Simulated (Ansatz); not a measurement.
# CH2Al (quartet): wB97M-V, B2PLYP over vertical spin and charge gaps, def2-QZVPP

Aim: run CH2Al (quartet) with these functionals over vertical spin and charge gaps, and hold them against the top wave-function level at the same points.

Computed with Ansatz 0.2.0, Gaussian basis. Level: def2-QZVPP, all electrons in the functionals, frozen cores in the correlation of double hybrids and RPA.

The runs, in order: wB97M-V, B2PLYP, at charge 0, quartet; charge 0, doublet; charge 0, sextet; charge 1, triplet; charge 1, quintet.

### Step 1. The system

The geometry is a PBE0/def2-TZVP stationary point (not a proven minimum).

4 atoms, charge 0, spin multiplicity 4.

Atoms are counted from 1 here; the program's logs count them from 0.

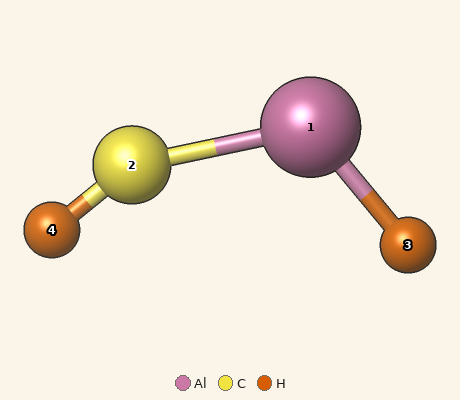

The geometry (aluminium pink, carbon yellow, hydrogen orange); atoms are numbered from 1 in the order of the file.

No dispersion term is added; wB97M-V holds VV10 nonlocal correlation.

The geometry shown and the zero of energy belong to the point charge 0, quartet. The yardstick, UCCSD(T), and other wave-function levels (R restricted, U unrestricted, valence and pair active spaces) come from earlier runs.

### Step 2. wB97M-V, charge 0, quartet

Input file in.yaml:

```yaml
crystal:
  periodic: [false, false, false]
  atoms:
    - {symbol: Al, position_ang: [0.000000, -0.074388, 0.613390]}
    - {symbol: C, position_ang: [0.000000, 0.010117, -1.308029]}
    - {symbol: H, position_ang: [0.000000, 1.321704, 1.420502]}
    - {symbol: H, position_ang: [0.000000, 0.549036, -2.253748]}
basis:
  gaussian: {orbitals: "def2-QZVPP.json"}
magnetization: {spin_polarized: true, initial_magnetization: 3}
hamiltonian: {xc: {name: wB97M-V}}
output: {orbitals: {seedname: orbitals}}
```

On the command line:

```sh
ansatz run in.yaml --threads 1 --pin off --events-out ev --progress --plain --max-ram 2393MiB
```

Output (excerpt; [...] marks lines left out):

```text
Functional definition: wB97M-V
  name "wB97M-V"
  cite "Mardirossian & Head-Gordon, J. Chem. Phys. 144, 214110 (2016) doi:10.1063/1.4952647"
  cite "Becke, J. Chem. Phys. 107, 8554 (1997) doi:10.1063/1.475007"
  cite "Vydrov & Van Voorhis, J. Chem. Phys. 133, 244103 (2010) doi:10.1063/1.3521275"
  # Of w^i u^j: cxij and so on, Table III.
[...]
  gx(w, u) = 1 - cx + cx01*u + cx10*w
  gss(w, u) = css00 + css04*u^4 + css10*w + css20*w^2 + css43*w^4*u^3
  gos(w, u) = cos00 + cos10*w + (cos20 + cos21*u)*w^2 + (cos60 + cos61*u)*w^6
[...]
      + integral(e_c_pw_mod_opposite_spin*gos(b97_w_opposite, b97_u_opposite)) + vv10(b, c)
657 factors; their error is unknown
181 factors; integrals over basis functions are off by at most 2.4e-5 eV
[...]
mean field -7661.12358068 eV, -281.5410986940 hartree, gradient 2.9e-5 eV, S^2 3.756392; 0 other end points of the search recorded, 0 dependent functions left out
reference -7661.12363203 eV, -281.5411005810 hartree; 12, 9 occupied and 175, 178 virtual orbitals, 657 factors
Total energy: -7661.12363203 eV, -281.5411005810 hartree
```

Wall time 16 s (1 thread of Arm Neoverse V2, shared host); peak memory 0.43 GiB.

From the report: ⟨S²⟩ of the determinant 3.756 (pure quartet: 3.75).

### Step 3. wB97M-V, charge 0, doublet

in.yaml, as its differences from that of step 2:

```diff
@@ -9,3 +9,3 @@
   gaussian: {orbitals: "def2-QZVPP.json"}
-magnetization: {spin_polarized: true, initial_magnetization: 3}
+magnetization: {spin_polarized: true, initial_magnetization: 1}
 hamiltonian: {xc: {name: wB97M-V}}
```

Same command.

Output (excerpt; [...] marks lines left out):

```text
Functional definition: wB97M-V
  name "wB97M-V"
  cite "Mardirossian & Head-Gordon, J. Chem. Phys. 144, 214110 (2016) doi:10.1063/1.4952647"
  cite "Becke, J. Chem. Phys. 107, 8554 (1997) doi:10.1063/1.475007"
  cite "Vydrov & Van Voorhis, J. Chem. Phys. 133, 244103 (2010) doi:10.1063/1.3521275"
  # Of w^i u^j: cxij and so on, Table III.
[...]
  gx(w, u) = 1 - cx + cx01*u + cx10*w
  gss(w, u) = css00 + css04*u^4 + css10*w + css20*w^2 + css43*w^4*u^3
  gos(w, u) = cos00 + cos10*w + (cos20 + cos21*u)*w^2 + (cos60 + cos61*u)*w^6
[...]
      + integral(e_c_pw_mod_opposite_spin*gos(b97_w_opposite, b97_u_opposite)) + vv10(b, c)
657 factors; their error is unknown
181 factors; integrals over basis functions are off by at most 2.4e-5 eV
[...]
mean field -7661.14594238 eV, -281.5419204712 hartree, gradient 3.9e-6 eV, S^2 1.642520; 8 other end points of the search recorded, 0 dependent functions left out
reference -7661.14599406 eV, -281.5419223704 hartree; 11, 10 occupied and 176, 177 virtual orbitals, 657 factors
Total energy: -7661.14599406 eV, -281.5419223704 hartree
```

Run time: 2.2 min. Hardware: 1 thread of Arm Neoverse V2, shared host; peak memory 0.59 GiB.

From the report: ⟨S²⟩ of the determinant 1.643 (pure doublet: 0.75). The determinant of wB97M-V (⟨S²⟩ 1.64) is far from a pure spin state, so its energy mixes those of several spin states; that is harmless only where they are near-degenerate.

From charge 0, quartet: -2.2 kJ/mol.

### Step 4. wB97M-V, charge 0, sextet

in.yaml, as its differences from that of step 3:

```diff
@@ -9,3 +9,3 @@
   gaussian: {orbitals: "def2-QZVPP.json"}
-magnetization: {spin_polarized: true, initial_magnetization: 1}
+magnetization: {spin_polarized: true, initial_magnetization: 5}
 hamiltonian: {xc: {name: wB97M-V}}
```

The command is unchanged.

Output (excerpt; [...] marks lines left out):

```text
Functional definition: wB97M-V
  name "wB97M-V"
  cite "Mardirossian & Head-Gordon, J. Chem. Phys. 144, 214110 (2016) doi:10.1063/1.4952647"
  cite "Becke, J. Chem. Phys. 107, 8554 (1997) doi:10.1063/1.475007"
  cite "Vydrov & Van Voorhis, J. Chem. Phys. 133, 244103 (2010) doi:10.1063/1.3521275"
  # Of w^i u^j: cxij and so on, Table III.
[...]
  gx(w, u) = 1 - cx + cx01*u + cx10*w
  gss(w, u) = css00 + css04*u^4 + css10*w + css20*w^2 + css43*w^4*u^3
  gos(w, u) = cos00 + cos10*w + (cos20 + cos21*u)*w^2 + (cos60 + cos61*u)*w^6
[...]
      + integral(e_c_pw_mod_opposite_spin*gos(b97_w_opposite, b97_u_opposite)) + vv10(b, c)
657 factors; their error is unknown
181 factors; integrals over basis functions are off by at most 2.4e-5 eV
[...]
mean field -7655.21232169 eV, -281.3238639329 hartree, gradient 3.0e-5 eV, S^2 8.759217; 0 other end points of the search recorded, 0 dependent functions left out
reference -7655.21237016 eV, -281.3238657139 hartree; 13, 8 occupied and 174, 179 virtual orbitals, 657 factors
Total energy: -7655.21237016 eV, -281.3238657139 hartree
```

Wall time 16 s (1 thread of Arm Neoverse V2, shared host); peak memory 0.43 GiB.

From the report: ⟨S²⟩ of the determinant 8.759 (pure sextet: 8.75).

From charge 0, quartet: +570.4 kJ/mol.

### Step 5. wB97M-V, charge 1, triplet

in.yaml, as its differences from that of step 4:

```diff
@@ -9,3 +9,4 @@
   gaussian: {orbitals: "def2-QZVPP.json"}
-magnetization: {spin_polarized: true, initial_magnetization: 5}
+total_charge: 1
+magnetization: {spin_polarized: true, initial_magnetization: 2}
 hamiltonian: {xc: {name: wB97M-V}}
```

Launched as before.

Output (excerpt; [...] marks lines left out):

```text
Functional definition: wB97M-V
  name "wB97M-V"
  cite "Mardirossian & Head-Gordon, J. Chem. Phys. 144, 214110 (2016) doi:10.1063/1.4952647"
  cite "Becke, J. Chem. Phys. 107, 8554 (1997) doi:10.1063/1.475007"
  cite "Vydrov & Van Voorhis, J. Chem. Phys. 133, 244103 (2010) doi:10.1063/1.3521275"
  # Of w^i u^j: cxij and so on, Table III.
[...]
  gx(w, u) = 1 - cx + cx01*u + cx10*w
  gss(w, u) = css00 + css04*u^4 + css10*w + css20*w^2 + css43*w^4*u^3
  gos(w, u) = cos00 + cos10*w + (cos20 + cos21*u)*w^2 + (cos60 + cos61*u)*w^6
[...]
      + integral(e_c_pw_mod_opposite_spin*gos(b97_w_opposite, b97_u_opposite)) + vv10(b, c)
657 factors; their error is unknown
181 factors; integrals over basis functions are off by at most 2.4e-5 eV
[...]
mean field -7653.46616579 eV, -281.2596938872 hartree, gradient 4.6e-5 eV, S^2 2.012787; 0 other end points of the search recorded, 0 dependent functions left out
reference -7653.46621439 eV, -281.2596956731 hartree; 11, 9 occupied and 176, 178 virtual orbitals, 657 factors
Total energy: -7653.46621439 eV, -281.2596956731 hartree
```

Wall time 16 s (1 thread of Arm Neoverse V2, shared host); peak memory 0.42 GiB.

From the report: ⟨S²⟩ of the determinant 2.013 (pure triplet: 2.00).

From charge 0, quartet: +738.8 kJ/mol.

### Step 6. wB97M-V, charge 1, quintet

in.yaml, as its differences from that of step 5:

```diff
@@ -10,3 +10,3 @@
 total_charge: 1
-magnetization: {spin_polarized: true, initial_magnetization: 2}
+magnetization: {spin_polarized: true, initial_magnetization: 4}
 hamiltonian: {xc: {name: wB97M-V}}
```

Launched as before.

Output (excerpt; [...] marks lines left out):

```text
Functional definition: wB97M-V
  name "wB97M-V"
  cite "Mardirossian & Head-Gordon, J. Chem. Phys. 144, 214110 (2016) doi:10.1063/1.4952647"
  cite "Becke, J. Chem. Phys. 107, 8554 (1997) doi:10.1063/1.475007"
  cite "Vydrov & Van Voorhis, J. Chem. Phys. 133, 244103 (2010) doi:10.1063/1.3521275"
  # Of w^i u^j: cxij and so on, Table III.
[...]
  gx(w, u) = 1 - cx + cx01*u + cx10*w
  gss(w, u) = css00 + css04*u^4 + css10*w + css20*w^2 + css43*w^4*u^3
  gos(w, u) = cos00 + cos10*w + (cos20 + cos21*u)*w^2 + (cos60 + cos61*u)*w^6
[...]
      + integral(e_c_pw_mod_opposite_spin*gos(b97_w_opposite, b97_u_opposite)) + vv10(b, c)
657 factors; their error is unknown
181 factors; integrals over basis functions are off by at most 2.4e-5 eV
[...]
mean field -7649.78781117 eV, -281.1245168482 hartree, gradient 6.7e-5 eV, S^2 6.013198; 0 other end points of the search recorded, 0 dependent functions left out
reference -7649.78785811 eV, -281.1245185733 hartree; 12, 8 occupied and 175, 179 virtual orbitals, 657 factors
Total energy: -7649.78785811 eV, -281.1245185733 hartree
```

Run time: 16 s. Hardware: 1 thread of Arm Neoverse V2, shared host; peak memory 0.42 GiB.

From the report: ⟨S²⟩ of the determinant 6.013 (pure quintet: 6.00).

From charge 0, quartet: +1093.7 kJ/mol.

### Step 7. B2PLYP, charge 0, quartet

in.yaml, as its differences from that of step 6:

```diff
@@ -9,5 +9,4 @@
   gaussian: {orbitals: "def2-QZVPP.json"}
-total_charge: 1
-magnetization: {spin_polarized: true, initial_magnetization: 4}
-hamiltonian: {xc: {name: wB97M-V}}
-output: {orbitals: {seedname: orbitals}}
+magnetization: {spin_polarized: true, initial_magnetization: 3}
+hamiltonian: {xc: {name: B2PLYP}}
+correlation: {electrons: outside_noble_gas}
```

Launched as before.

Output (excerpt; [...] marks lines left out):

```text
Functional definition: B2PLYP
  name "B2PLYP"
  cite "Grimme, J. Chem. Phys. 124, 034108 (2006) doi:10.1063/1.2148954"
  cite "Becke, Phys. Rev. A 38, 3098 (1988) doi:10.1103/PhysRevA.38.3098"
  cite "Lee, Yang & Parr, Phys. Rev. B 37, 785 (1988) doi:10.1103/PhysRevB.37.785"
[...]
1097 factors; integrals over basis functions are off by at most 1.1e-3 eV
[...]
mean field -7656.57735619 eV, -281.3740280254 hartree, gradient 9.8e-6 eV, S^2 3.762978; 0 other end points of the search recorded, 0 dependent functions left out
6 core orbitals not correlated: weight in the atoms' cores, before any rotation towards them, 1.000 or more for the frozen orbitals, at most 0.000 for the correlated occupied ones
reference -7656.57750268 eV, -281.3740334089 hartree; 6, 3 occupied and 175, 178 virtual orbitals, 1097 factors
second order -5.88516649 eV of doubles, -0.00000000 eV of singles
Total energy: -7658.16649763 eV, -281.4324278963 hartree
```

Wall time 8.5 s (1 thread of Arm Neoverse V2, shared host); peak memory 0.38 GiB.

From the report: ⟨S²⟩ of the determinant 3.763 (pure quartet: 3.75).

### Step 8. B2PLYP, charge 0, doublet

in.yaml, as its differences from that of step 7:

```diff
@@ -9,3 +9,3 @@
   gaussian: {orbitals: "def2-QZVPP.json"}
-magnetization: {spin_polarized: true, initial_magnetization: 3}
+magnetization: {spin_polarized: true, initial_magnetization: 1}
 hamiltonian: {xc: {name: B2PLYP}}
```

The command is unchanged.

Output (excerpt; [...] marks lines left out):

```text
Functional definition: B2PLYP
  name "B2PLYP"
  cite "Grimme, J. Chem. Phys. 124, 034108 (2006) doi:10.1063/1.2148954"
  cite "Becke, Phys. Rev. A 38, 3098 (1988) doi:10.1103/PhysRevA.38.3098"
  cite "Lee, Yang & Parr, Phys. Rev. B 37, 785 (1988) doi:10.1103/PhysRevB.37.785"
[...]
1097 factors; integrals over basis functions are off by at most 1.1e-3 eV
[...]
mean field -7656.54810505 eV, -281.3729530659 hartree, gradient 1.5e-6 eV, S^2 1.702726; 12 other end points of the search recorded, 0 dependent functions left out
6 core orbitals not correlated: weight in the atoms' cores, before any rotation towards them, 1.000 or more for the frozen orbitals, at most 0.000 for the correlated occupied ones
reference -7656.54825103 eV, -281.3729584304 hartree; 5, 4 occupied and 176, 177 virtual orbitals, 1097 factors
second order -5.99962752 eV of doubles, -0.00000000 eV of singles
Total energy: -7658.16815046 eV, -281.4324886365 hartree
```

Run time: 61 s. Hardware: 1 thread of Arm Neoverse V2, shared host; peak memory 0.53 GiB.

From the report: ⟨S²⟩ of the determinant 1.703 (pure doublet: 0.75). The determinant of B2PLYP (⟨S²⟩ 1.70) is far from a pure spin state, so its energy mixes those of several spin states; that is harmless only where they are near-degenerate.

From charge 0, quartet: -0.2 kJ/mol.

### Step 9. B2PLYP, charge 0, sextet

in.yaml, as its differences from that of step 8:

```diff
@@ -9,3 +9,3 @@
   gaussian: {orbitals: "def2-QZVPP.json"}
-magnetization: {spin_polarized: true, initial_magnetization: 1}
+magnetization: {spin_polarized: true, initial_magnetization: 5}
 hamiltonian: {xc: {name: B2PLYP}}
```

Same command.

Output (excerpt; [...] marks lines left out):

```text
Functional definition: B2PLYP
  name "B2PLYP"
  cite "Grimme, J. Chem. Phys. 124, 034108 (2006) doi:10.1063/1.2148954"
  cite "Becke, Phys. Rev. A 38, 3098 (1988) doi:10.1103/PhysRevA.38.3098"
  cite "Lee, Yang & Parr, Phys. Rev. B 37, 785 (1988) doi:10.1103/PhysRevB.37.785"
[...]
1097 factors; integrals over basis functions are off by at most 1.1e-3 eV
[...]
mean field -7650.99648858 eV, -281.1689349238 hartree, gradient 1.8e-6 eV, S^2 8.764489; 0 other end points of the search recorded, 0 dependent functions left out
6 core orbitals not correlated: weight in the atoms' cores, before any rotation towards them, 1.000 or more for the frozen orbitals, at most 0.000 for the correlated occupied ones
reference -7650.99662986 eV, -281.1689401155 hartree; 7, 2 occupied and 174, 179 virtual orbitals, 1097 factors
second order -5.26030154 eV of doubles, -0.00000000 eV of singles
Total energy: -7652.41691127 eV, -281.2211344948 hartree
```

It took 9.5 s on 1 thread of Arm Neoverse V2, shared host; peak memory 0.38 GiB.

From the report: ⟨S²⟩ of the determinant 8.764 (pure sextet: 8.75).

From charge 0, quartet: +554.8 kJ/mol.

### Step 10. B2PLYP, charge 1, triplet

in.yaml, as its differences from that of step 9:

```diff
@@ -9,3 +9,4 @@
   gaussian: {orbitals: "def2-QZVPP.json"}
-magnetization: {spin_polarized: true, initial_magnetization: 5}
+total_charge: 1
+magnetization: {spin_polarized: true, initial_magnetization: 2}
 hamiltonian: {xc: {name: B2PLYP}}
```

The command is unchanged.

Output (excerpt; [...] marks lines left out):

```text
Functional definition: B2PLYP
  name "B2PLYP"
  cite "Grimme, J. Chem. Phys. 124, 034108 (2006) doi:10.1063/1.2148954"
  cite "Becke, Phys. Rev. A 38, 3098 (1988) doi:10.1103/PhysRevA.38.3098"
  cite "Lee, Yang & Parr, Phys. Rev. B 37, 785 (1988) doi:10.1103/PhysRevB.37.785"
[...]
1097 factors; integrals over basis functions are off by at most 1.1e-3 eV
[...]
mean field -7648.81697630 eV, -281.0888393246 hartree, gradient 1.3e-6 eV, S^2 2.025802; 2 other end points of the search recorded, 0 dependent functions left out
6 core orbitals not correlated: weight in the atoms' cores, before any rotation towards them, 1.000 or more for the frozen orbitals, at most 0.000 for the correlated occupied ones
reference -7648.81711527 eV, -281.0888444317 hartree; 5, 3 occupied and 176, 178 virtual orbitals, 1097 factors
second order -5.81587223 eV of doubles, -0.00000000 eV of singles
Total energy: -7650.38740077 eV, -281.1465513594 hartree
```

Run time: 13 s. Hardware: 1 thread of Arm Neoverse V2, shared host; peak memory 0.45 GiB.

From the report: ⟨S²⟩ of the determinant 2.026 (pure triplet: 2.00).

From charge 0, quartet: +750.6 kJ/mol.

### Step 11. B2PLYP, charge 1, quintet

in.yaml, as its differences from that of step 10:

```diff
@@ -10,3 +10,3 @@
 total_charge: 1
-magnetization: {spin_polarized: true, initial_magnetization: 2}
+magnetization: {spin_polarized: true, initial_magnetization: 4}
 hamiltonian: {xc: {name: B2PLYP}}
```

The command is unchanged.

Output (excerpt; [...] marks lines left out):

```text
Functional definition: B2PLYP
  name "B2PLYP"
  cite "Grimme, J. Chem. Phys. 124, 034108 (2006) doi:10.1063/1.2148954"
  cite "Becke, Phys. Rev. A 38, 3098 (1988) doi:10.1103/PhysRevA.38.3098"
  cite "Lee, Yang & Parr, Phys. Rev. B 37, 785 (1988) doi:10.1103/PhysRevB.37.785"
[...]
1097 factors; integrals over basis functions are off by at most 1.1e-3 eV
[...]
mean field -7645.54706017 eV, -280.9686721232 hartree, gradient 6.3e-6 eV, S^2 6.022020; 1 other end points of the search recorded, 0 dependent functions left out
6 core orbitals not correlated: weight in the atoms' cores, before any rotation towards them, 1.000 or more for the frozen orbitals, at most 0.000 for the correlated occupied ones
reference -7645.54719789 eV, -280.9686771845 hartree; 6, 2 occupied and 175, 179 virtual orbitals, 1097 factors
second order -4.98739088 eV of doubles, -0.00000000 eV of singles
Total energy: -7646.89379343 eV, -281.0181636578 hartree
```

Run time: 9.5 s. Hardware: 1 thread of Arm Neoverse V2, shared host; peak memory 0.38 GiB.

From the report: ⟨S²⟩ of the determinant 6.022 (pure quintet: 6.00).

From charge 0, quartet: +1087.7 kJ/mol.

### Step 12. The comparison

No level is safe as a reference over these points; UCCSD(T) serves as a yardstick only. It comes from earlier runs at the same points. Energies in kJ/mol, counted from charge 0, quartet; blanks weren't run or aren't comparable.

| level | quartet to doublet | quartet to sextet | ionisation to the triplet cation | ionisation to the quintet cation |
| --- | --- | --- | --- | --- |
| UCCSD(T) | 1.1 | 540.9 | 752.4 | 1095.3 |
| wB97M-V | -2.2 | 570.4 | 738.8 | 1093.7 |
| B2PLYP | -0.2 | 554.8 | 750.6 | 1087.7 |

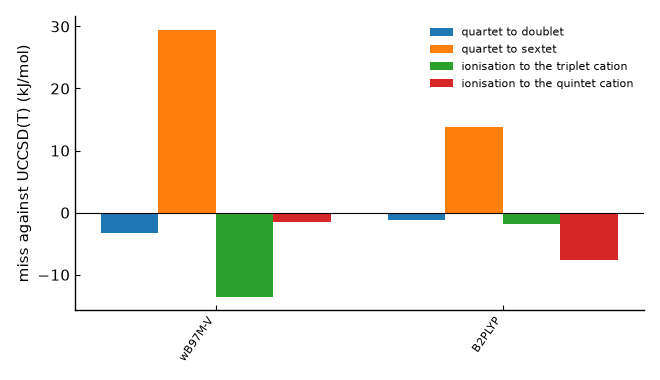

Misses of the gaps against UCCSD(T).

Largest miss and mean time a point (UCCSD(T) took 51 s a point; shared hosts):

| level | largest miss (kJ/mol) | where | time a point |
| --- | --- | --- | --- |
| wB97M-V | +29.4 | quartet to sextet | 39 s |
| B2PLYP | +13.8 | quartet to sextet | 20 s |

### Step 13. Summary of results

```
                                  quantity                             value
              quartet to doublet, UCCSD(T)                        1.1 kJ/mol
               quartet to sextet, UCCSD(T)                      540.9 kJ/mol
ionisation to the triplet cation, UCCSD(T)                      752.4 kJ/mol
ionisation to the quintet cation, UCCSD(T)                     1095.3 kJ/mol
                     largest miss, wB97M-V  +29.4 kJ/mol (quartet to sextet)
                      largest miss, B2PLYP  +13.8 kJ/mol (quartet to sextet)
```

Of the functionals, B2PLYP keep the smallest largest miss at the points compared (at most 13.8 kJ/mol) and wB97M-V strays most (29.4 kJ/mol, at quartet to sextet). wB97M-V, B2PLYP clearly break the spin symmetry at some points (⟨S²⟩ up to 0.95 above the pure value), so energy there is bought with a mixed spin. Functionals and the yardstick converge differently with the basis, so part of each miss in def2-QZVPP is the basis. The yardstick itself may be off where one determinant is a poor start.
